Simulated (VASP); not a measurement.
BeP

```
Be P
1.0
     0.00000   -3.24725    0.00000
    -3.24725    0.00000    0.00000
     0.00000    0.00000   -5.05438
Be P
2 2
Cartesian
  -1.6236 -1.6236 -2.5272
  0.0000 0.0000 0.0000
  -1.6236 -1.6236 -0.3639
  0.0000 0.0000 -2.8911
```

Space group I4mm; a generated structure, not necessarily the stable one; computed pressure about −4 GPa in this cell.

The calculation used VASP 6.6.1, Kohn-Sham DFT of a periodic cell, r2SCAN, VASP PAW PBE potentials, recommended.

The density is the valence pseudo-density of a PAW calculation; it isn't the true density close to the nuclei.

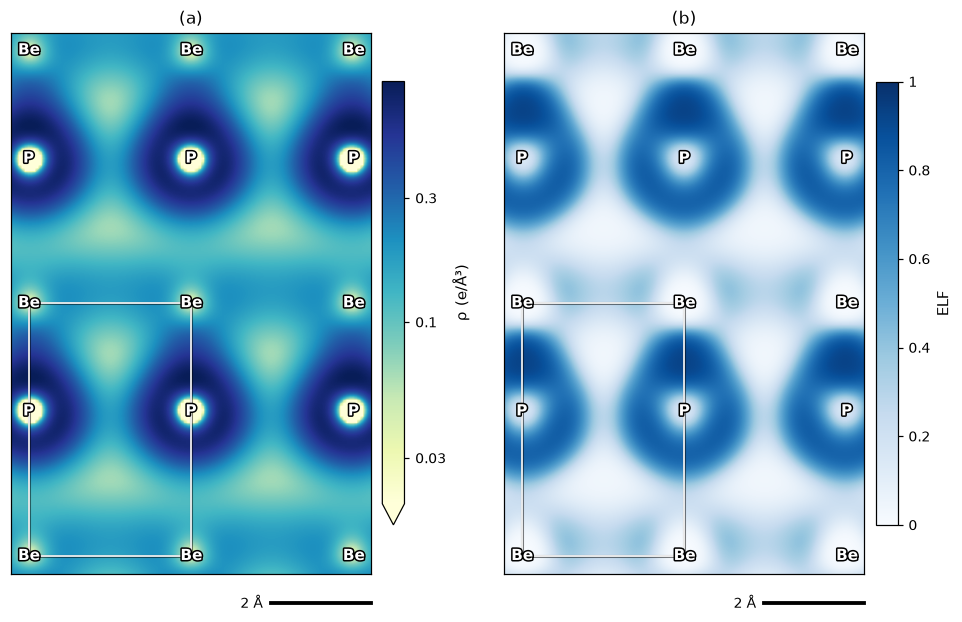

Figure 1. (a) valence charge density (pseudo); (b) ELF on the (100) plane of the conventional cell.

Q: Describe what can be read from this map.

A: The section cuts through Be and P sites. Be–P (2.16 Å): the density is about 0.56 e/Å³ at the midpoint; the ELF peaks at about 0.90 between the atoms. Between the atoms the lowest density in this plane is 0.07 e/Å³.

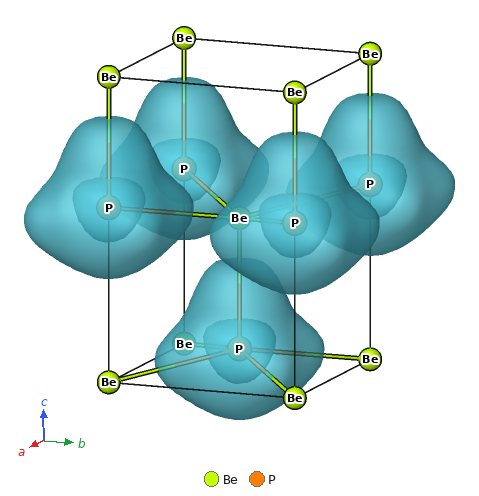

Figure 2. Isosurface of the electron localisation function at 0.7 (cyan), seen slightly off an axis. Core shells and regions of very low density are left out. Sticks mark near contacts.

Q: Identify the bonds, lone pairs and shells in this picture.

A: At this value the surface marks out two regions wrapped around P (the valence shell of each), counted in one cell of 4 atoms. Any copies at cell faces, edges or corners count once. Along the contacts the grid gives the following. Be–P (2.32 Å): the ELF peaks at about 0.85 in the valence shell of P, 0.9 Å from its nucleus, and is about 0.85 at the midpoint.
